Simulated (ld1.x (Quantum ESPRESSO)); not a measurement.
# Cu: generating and testing an RRKJ potential

Do these settings give a usable potential? It is generated, then checked for transferability, scattering, ghosts and hardness.

Program: ld1.x (Quantum ESPRESSO) 7.5. Reference atom: PBE, scalar-relativistic, spherical and spin-unpolarised. All values are calculated.

### Step 1. Settings

Typed settings, in words:

```json
{"element": "copper (Cu, Z = 29)", "type": "norm-conserving RRKJ (Kleinman–Bylander form)", "frozen core": "[Ar]", "valence charge": "11", "reference configuration": "3d10 4s1 4p0", "partial waves": "4s (bound): rc 2.10 bohr; 4p (bound, empty): rc 3.30 bohr; 3d (bound): rc 1.10 bohr", "local potential": "all-electron potential smoothed inside 3.05 bohr (lloc = -1)", "core correction": "not asked for"}
```

The nodes and maxima of the atom's own shells, from an earlier all-electron run, set the scale for the radii.

All-electron outer shells of the reference configuration (PBE, scalar-relativistic, ld1.x):

| shell | level (eV) | outermost node (bohr) | outermost maximum (bohr) |
| --- | --- | --- | --- |
| 3s | -114.70 | 0.29 | 0.61 |
| 3p | -72.14 | 0.26 | 0.62 |
| 3d | -5.04 | – | 0.60 |
| 4s | -4.61 | 0.89 | 2.27 |
| 4p | -0.70 | 0.97 | 3.65 |

### Step 2. The generation run

Cu.in

```
 &input
   title='Cu', zed=29., rel=1, dft='PBE', iswitch=3,
   config='[Ar] 3d10 4s1 4p0',
   nld=3, rlderiv=3.60, eminld=-2.0, emaxld=5.0, deld=0.02
 /
 &inputp
   pseudotype=2, tm=.false., rho0=0.02, lloc=-1, rcloc=3.05,
   nlcc=.false.,
   file_pseudopw='Cu.UPF', file_wfcaegen='ae.wfc', file_wfcncgen='nc.wfc', file_beta='beta', file_chi='chi'
 /
3
4S  1  0   1.00   0.00  2.10  2.10  0.0
4P  2  1   0.00   0.00  3.30  3.30  0.0
3D  3  2  10.00   0.00  1.10  1.10  0.0
 &test
   configts(1)='3d10 4s1 4p0'
 /
```

The run is started by

```sh
$ ld1.x < Cu.in > Cu.out
```

What the program wrote to Cu.out (without the banner and most projector matrices):

```text
     Program LD1 v.7.5
     --------------------------- All-electron run ----------------------------

     Cu
     scalar relativistic calculation

     atomic number is 29.00
     dft =PBE   lsd =0 sic =0 latt =0  beta=0.20 tr2=1.0E-14
     Exchange-correlation= PBE
                           (   1   4   3   4   0   0   0)
     mesh =1199 r(mesh) = 100.25372 a.u. xmin = -7.00 dx = 0.01250
     1 Ry =  13.60569312 eV, c = 137.03599908

     n l     nl                  e(Ry)          e(Ha)          e(eV)
     1 0     1S 1( 2.00)      -650.5489      -325.2745     -8851.1694
     2 0     2S 1( 2.00)       -78.0904       -39.0452     -1062.4738
     2 1     2P 1( 6.00)       -67.3965       -33.6983      -916.9763
     3 0     3S 1( 2.00)        -8.4305        -4.2153      -114.7030
     3 1     3P 1( 6.00)        -5.3024        -2.6512       -72.1430
     3 2     3D 1(10.00)        -0.3703        -0.1851        -5.0378
     4 0     4S 1( 1.00)        -0.3388        -0.1694        -4.6093
     4 1     4P 1( 0.00)        -0.0512        -0.0256        -0.6967

     final scf error:  5.3E-15 reached in  32 iterations

     Etot =   -3309.701531 Ry,   -1654.850765 Ha,  -45030.783357 eV

     Ekin =    3358.932341 Ry,    1679.466170 Ha,   45700.602648 eV
     Encl =   -7969.314771 Ry,   -3984.657386 Ha, -108428.051175 eV
     Eh   =    1435.751702 Ry,     717.875851 Ha,   19534.397054 eV
     Exc  =    -135.070802 Ry,     -67.535401 Ha,   -1837.731883 eV

     normalization and overlap integrals

     s(1S/1S) =  1.000000  <r> =   0.0521  <r2> =    0.0037  r(max) =   0.0341
     s(2S/2S) =  1.000000  <r> =   0.2352  <r2> =    0.0653  r(max) =   0.1960
     s(2P/2P) =  1.000000  <r> =   0.2064  <r2> =    0.0523  r(max) =   0.1585
     s(3S/3S) =  1.000000  <r> =   0.7119  <r2> =    0.5863  r(max) =   0.6112
     s(3P/3P) =  1.000000  <r> =   0.7494  <r2> =    0.6650  r(max) =   0.6189
     s(3D/3D) =  1.000000  <r> =   1.0474  <r2> =    1.5756  r(max) =   0.6036
     s(4S/4S) =  1.000000  <r> =   2.9362  <r2> =   10.2155  r(max) =   2.2710
     s(4P/4P) =  1.000000  <r> =   5.1791  <r2> =   33.4210  r(max) =   3.6517

     ------------------------ End of All-electron run ------------------------

     --------------------- Generating NC pseudopotential ---------------------

      Generating local potential from pseudized AE potential:
      Matching radius rcloc =   3.0500

      Local pseudo, rcloc= 3.027 Estimated cut-off energy=     2.65 Ry

      Wfc   4S  rcut= 2.081  Estimated cut-off energy=       10.02 Ry
      Using 4 Bessel functions for this wfc, rho(0) = 0.020
      This function has    0 nodes for 0 < r <    2.081

      Wfc   4P  rcut= 3.263  Estimated cut-off energy=       16.23 Ry
      This function has    0 nodes for 0 < r <    3.263

      Wfc   3D  rcut= 1.114  Estimated cut-off energy=      188.05 Ry
      This function has    0 nodes for 0 < r <    1.114

     ------------------- End of pseudopotential generation -------------------

     [... the all-electron block is printed once more ...]


     Computing logarithmic derivative in   3.58398
     Computing logarithmic derivative in   3.58398
     Computing the partial wave expansion
     R is outside the sphere for l=    0 j= 0.00
     R is outside the sphere for l=    1 j= 0.00
     R is outside the sphere for l=    2 j= 0.00

     ---------------------- Testing the pseudopotential ----------------------

     Cu
     scalar relativistic calculation

     atomic number is 29.00   valence charge is 11.00
     dft =PBE   lsd =0 sic =0 latt =0  beta=0.20 tr2=1.0E-14
     mesh =1199 r(mesh) = 100.25372 xmin = -7.00 dx = 0.01250

     n l     nl             e AE (Ry)        e PS (Ry)    De AE-PS (Ry)
     3 2     3D   1(10.00)       -0.37027       -0.37027        0.00000
     1 0     4S   1( 1.00)       -0.33878       -0.33878        0.00000
     2 1     4P   1( 0.00)       -0.05121       -0.05121        0.00000

     eps = 7.2E-15  iter =  9

     Etot =   -3309.701531 Ry,   -1654.850765 Ha,  -45030.783357 eV
     Etotps =   -97.205504 Ry,     -48.602752 Ha,   -1322.548251 eV

     Ekin =     147.386271 Ry,      73.693136 Ha,    2005.292378 eV
     Encl =    -193.760755 Ry,     -96.880377 Ha,   -2636.249372 eV
     Ehrt =      97.811066 Ry,      48.905533 Ha,    1330.787352 eV
     Ecxc =     -15.717850 Ry,      -7.858925 Ha,    -213.852242 eV
     Epseu=    -132.924236 Ry,     -66.462118 Ha,   -1808.526368 eV

     ---------------------- End of pseudopotential test ----------------------
```

Run time: 1.2 s. Hardware: 1 thread of Neoverse-V2, shared host. (Generation and the later configuration tests together.)

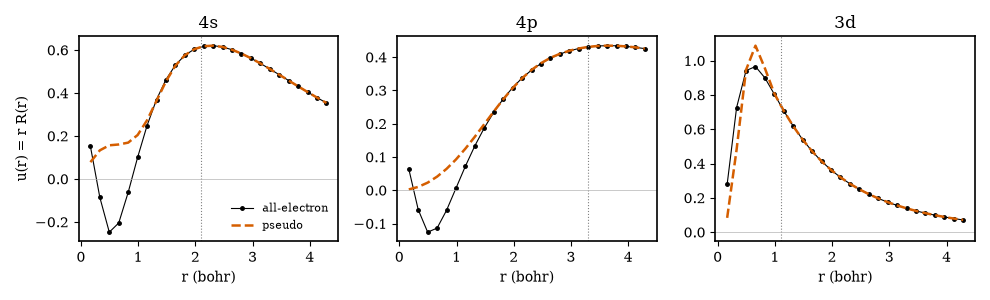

All-electron and pseudo partial waves (4s, 4p, 3d), with the matching radii dotted. The curves join 26 sampled radii, too few to resolve the innermost nodes.

### Step 3. Testing the new file in other configurations

Cu.test.in

```
 &input
   title='Cu', zed=29., rel=1, dft='PBE', iswitch=2,
   config='[Ar] 3d10 4s1 4p0'
 /
 &test
   file_pseudo='Cu.UPF', nconf=8,
   configts(1)='3d10 4s1 4p0',
   configts(2)='3d10 4s0 4p0',
   configts(3)='3d9 4s0 4p0',
   configts(4)='3d8 4s0 4p0',
   configts(5)='3d9 4s1 4p0',
   configts(6)='3d9 4s1 4p1',
   configts(7)='3d10 4s0.5 4p0',
   configts(8)='3d10 4s0 4p1'
 /
```

The run is started by

```sh
$ ld1.x < Cu.test.in > Cu.test.out
```

Cu.test.out, the pseudopotential blocks, each with the warnings that came before it:

```text
     Warning: n=3, l=2 expected 0 nodes, found 1
     ---------------------- Testing the pseudopotential ----------------------

     Cu
     scalar relativistic calculation

     atomic number is 29.00   valence charge is 11.00
     dft =PBE   lsd =0 sic =0 latt =0  beta=0.20 tr2=1.0E-14
     mesh =1199 r(mesh) = 100.25372 xmin = -7.00 dx = 0.01250

     n l     nl             e AE (Ry)        e PS (Ry)    De AE-PS (Ry)
     3 2     3D   1(10.00)       -0.37027       -0.37027        0.00000
     1 0     4S   1( 1.00)       -0.33878       -0.33878        0.00000
     2 1     4P   1( 0.00)       -0.05121       -0.05121        0.00000

     eps = 4.0E-15  iter = 18

     Etot =   -3309.701531 Ry,   -1654.850765 Ha,  -45030.783357 eV
     Etotps =   -97.205504 Ry,     -48.602752 Ha,   -1322.548254 eV

     Ekin =     147.386271 Ry,      73.693136 Ha,    2005.292377 eV
     Encl =    -193.760755 Ry,     -96.880378 Ha,   -2636.249373 eV
     Ehrt =      97.811066 Ry,      48.905533 Ha,    1330.787353 eV
     Ecxc =     -15.717850 Ry,      -7.858925 Ha,    -213.852242 eV
     Epseu=    -132.924236 Ry,     -66.462118 Ha,   -1808.526370 eV

     ---------------------- End of pseudopotential test ----------------------

     ---------------------- Testing the pseudopotential ----------------------

     Cu
     [...]
     n l     nl             e AE (Ry)        e PS (Ry)    De AE-PS (Ry)
     3 2     3D   1(10.00)       -1.00387       -0.99919       -0.00468
     1 0     4S   1( 0.00)       -0.87409       -0.87169       -0.00239
     2 1     4P   1( 0.00)       -0.48142       -0.48071       -0.00070

     eps = 3.0E-15  iter = 16

     Etot =   -3309.102669 Ry,   -1654.551334 Ha,  -45022.635421 eV
     Etotps =   -96.607316 Ry,     -48.303658 Ha,   -1314.409489 eV
     dEtot_ae =       0.598862 Ry
     dEtot_ps =       0.598188 Ry,   Delta E=       0.000674 Ry

     [...]
     ---------------------- End of pseudopotential test ----------------------

     ---------------------- Testing the pseudopotential ----------------------

     Cu
     [...]
     n l     nl             e AE (Ry)        e PS (Ry)    De AE-PS (Ry)
     3 2     3D   1( 9.00)       -2.17762       -2.21547        0.03785  !
     1 0     4S   1( 0.00)       -1.64243       -1.63839       -0.00404
     2 1     4P   1( 0.00)       -1.12816       -1.12046       -0.00770  !

     eps = 1.5E-16  iter = 12

     Etot =   -3307.534761 Ry,   -1653.767381 Ha,  -45001.302955 eV
     Etotps =   -95.026154 Ry,     -47.513077 Ha,   -1292.896683 eV
     dEtot_ae =       2.166770 Ry
     dEtot_ps =       2.179350 Ry,   Delta E=      -0.012581 Ry

     [...]
     ---------------------- End of pseudopotential test ----------------------

     ---------------------- Testing the pseudopotential ----------------------

     Cu
     [...]
     n l     nl             e AE (Ry)        e PS (Ry)    De AE-PS (Ry)
     3 2     3D   1( 8.00)       -3.59499       -3.70794        0.11295  !
     1 0     4S   1( 0.00)       -2.53770       -2.55459        0.01689  !
     2 1     4P   1( 0.00)       -1.91536       -1.90380       -0.01157  !

     eps = 1.9E-15  iter = 10

     Etot =   -3304.666857 Ry,   -1652.333428 Ha,  -44962.283127 eV
     Etotps =   -92.084514 Ry,     -46.042257 Ha,   -1252.873640 eV
     dEtot_ae =       5.034674 Ry
     dEtot_ps =       5.120990 Ry,   Delta E=      -0.086316 Ry

     [...]
     ---------------------- End of pseudopotential test ----------------------

     ---------------------- Testing the pseudopotential ----------------------

     Cu
     [...]
     n l     nl             e AE (Ry)        e PS (Ry)    De AE-PS (Ry)
     3 2     3D   1( 9.00)       -1.38593       -1.41916        0.03323  !
     1 0     4S   1( 1.00)       -0.99920       -0.99904       -0.00016
     2 1     4P   1( 0.00)       -0.56486       -0.56100       -0.00387

     eps = 8.5E-15  iter = 27

     Etot =   -3308.850568 Ry,   -1654.425284 Ha,  -45019.205425 eV
     Etotps =   -96.340509 Ry,     -48.170255 Ha,   -1310.779405 eV
     dEtot_ae =       0.850962 Ry
     dEtot_ps =       0.864994 Ry,   Delta E=      -0.014032 Ry

     [...]
     ---------------------- End of pseudopotential test ----------------------

     ---------------------- Testing the pseudopotential ----------------------

     Cu
     [...]
     n l     nl             e AE (Ry)        e PS (Ry)    De AE-PS (Ry)
     3 2     3D   1( 9.00)       -0.85163       -0.88939        0.03777  !
     1 0     4S   1( 1.00)       -0.52491       -0.52630        0.00139
     2 1     4P   1( 1.00)       -0.15499       -0.15342       -0.00157

     eps = 5.9E-15  iter = 28

     Etot =   -3309.200967 Ry,   -1654.600483 Ha,  -45023.972836 eV
     Etotps =   -96.688206 Ry,     -48.344103 Ha,   -1315.510058 eV
     dEtot_ae =       0.500564 Ry
     dEtot_ps =       0.517298 Ry,   Delta E=      -0.016734 Ry

     [...]
     ---------------------- End of pseudopotential test ----------------------

     ---------------------- Testing the pseudopotential ----------------------

     Cu
     [...]
     n l     nl             e AE (Ry)        e PS (Ry)    De AE-PS (Ry)
     3 2     3D   1(10.00)       -0.67108       -0.66920       -0.00188
     1 0     4S   1( 0.50)       -0.59517       -0.59466       -0.00051
     2 1     4P   1( 0.00)       -0.25132       -0.25132        0.00000

     eps = 6.3E-15  iter = 24

     Etot =   -3309.469123 Ry,   -1654.734561 Ha,  -45027.621283 eV
     Etotps =   -96.973156 Ry,     -48.486578 Ha,   -1319.387006 eV
     dEtot_ae =       0.232408 Ry
     dEtot_ps =       0.232347 Ry,   Delta E=       0.000061 Ry

     [...]
     ---------------------- End of pseudopotential test ----------------------

     ---------------------- Testing the pseudopotential ----------------------

     Cu
     [...]
     n l     nl             e AE (Ry)        e PS (Ry)    De AE-PS (Ry)
     3 2     3D   1(10.00)       -0.52571       -0.52486       -0.00085
     1 0     4S   1( 0.00)       -0.44612       -0.44507       -0.00106
     2 1     4P   1( 1.00)       -0.12603       -0.12591       -0.00013

     eps = 5.2E-15  iter = 20

     Etot =   -3309.397502 Ry,   -1654.698751 Ha,  -45026.646835 eV
     Etotps =   -96.901830 Ry,     -48.450915 Ha,   -1318.416566 eV
     dEtot_ae =       0.304029 Ry
     dEtot_ps =       0.303674 Ry,   Delta E=       0.000355 Ry

     [...]
     ---------------------- End of pseudopotential test ----------------------
```

Excitation and ionisation energies from 3d10 4s1 4p0, with the error of the potential.

```tsv
valence configuration	charge	ΔE all-electron (eV)	error AE − PS (meV)
3d10 4s0 4p0	+1	8.148	+9.2
3d9 4s0 4p0	+2	29.480	-171
3d8 4s0 4p0	+3	68.500	-1174
3d9 4s1 4p0	+1	11.578	-191
3d9 4s1 4p1	0	6.811	-228
3d10 4s0.5 4p0	+0.5	3.162	+0.8
3d10 4s0 4p1	0	4.137	+4.8
```

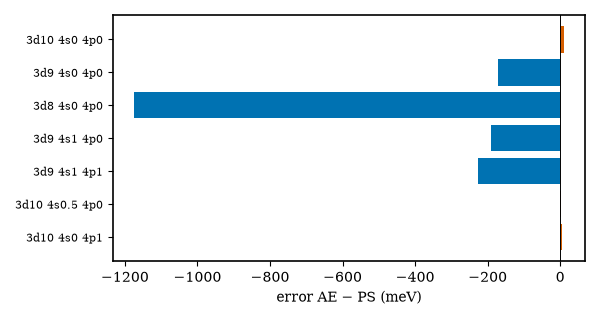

Error of the potential in each test configuration.

### Step 4. Logarithmic derivatives

Taken from the files of the generation run. The phase is arctan(r·u′/u) with u = r·R, unwrapped, with energies in Ry. A pole is an energy at which the radial function vanishes at the test radius. The pseudo phase is shifted by a multiple of π to meet the all-electron one at the reference energy. Levels narrower than the energy grid can be missing from the poles. The last column is the largest difference on the grid between −1 and +1 Ry.

| channel | radius (bohr) | reference (Ry) | poles AE | poles PS | energies with phases within 0.05 rad (Ry) | largest difference near zero (rad) |
| --- | --- | --- | --- | --- | --- | --- |
| s | 3.58 | -0.34 | 0.08, 3.65 | 0.08, 3.39 | below 3.8 | 0.001 |
| p | 3.58 | -0.05 | 0.76, 4.43 | 0.76, 4.21 | below 2.0 | 0.001 |
| d | 3.58 | -0.37 | -0.35, 2.01 | -0.35, 2.26 | below 0.4 | 0.234 |

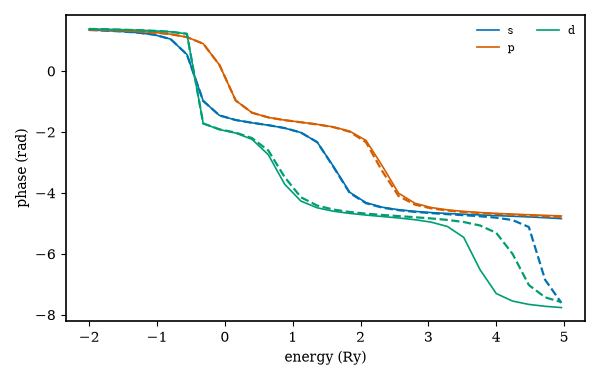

All-electron (solid) and pseudo (dashed) phases against energy.

### Step 5. Cutoff and ghost test in a Bessel basis

A separate test, outside the generator: the pseudo-atom's Hamiltonian at the reference potential is diagonalised in spherical Bessel functions j_l(qr) that vanish at 20 bohr, with q² up to the cutoff.

All-electron valence levels (Ry): 4s -0.3388, 4p -0.0512, 3d -0.3703. The lowest levels of each channel (Ry) by cutoff; the last column sums, over occupied levels, occupation times the distance from the level at 400 Ry. A positive value is a state of the box, at any cutoff.

```tsv
cutoff (Ry)	s #1	p #1	d #1	f #1	Σ f·Δε (mRy)
8	-0.2797	-0.0508	0.0633	0.1122	4395.1
15	-0.2883	-0.0511	0.0633	0.1122	4386.4
25	-0.3252	-0.0511	0.0632	0.1122	4349.3
35	-0.3378	-0.0511	0.0632	0.1122	4336.3
50	-0.3388	-0.0511	0.0630	0.1122	4333.7
70	-0.3388	-0.0511	0.0612	0.1122	4315.7
100	-0.3388	-0.0511	-0.2849	0.1122	854.7
120	-0.3388	-0.0511	-0.3584	0.1122	118.8
140	-0.3388	-0.0511	-0.3695	0.1122	8.5
180	-0.3388	-0.0511	-0.3700	0.1122	3.3
200	-0.3388	-0.0511	-0.3702	0.1122	1.0
260	-0.3388	-0.0511	-0.3703	0.1122	0.4
400	-0.3388	-0.0511	-0.3703	0.1122	0.0
```

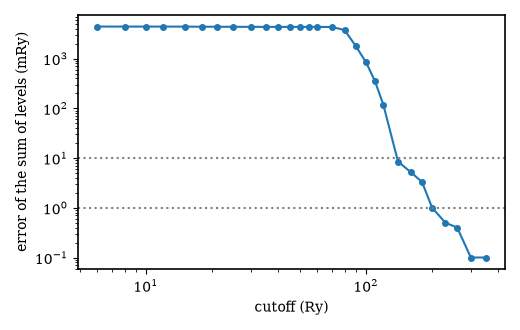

Occupation-weighted error of the valence levels against the cutoff; the dotted lines mark 10 and 1 mRy.

The sum stays within 10 mRy from 140 Ry and within 1 mRy from 200 Ry. The sum leaves out empty levels, which can need more. Ghost test: no level below the all-electron spectrum of its channel (s, p, d, f tested).

### Step 6. Summary of results

| quantity | value |
| --- | --- |
| cutoffs for 10 and 1 mRy, occupied levels | 140 Ry and 200 Ry |
| bound ghosts | none found |
| largest test error (AE − PS) | -1174 meV, for 3d8 4s0 4p0 |
| largest phase difference near zero energy, channels read | 0.234 rad |

**Reading.** The worst test, 3d8 4s0 4p0, is off by 1174 meV on 68.5 eV; by total energies transferability rates as poor. By its cutoff, 140 Ry for the looser tolerance, it is very hard. The slowest level is 3d: taken alone it needs 140 Ry to come within 1 mRy, against 35 Ry for 4s. It is free of bound ghosts as far as tested. Near zero energy the largest phase difference is 0.23 rad, in the d channel. All of this concerns the isolated atom, not yet a solid.
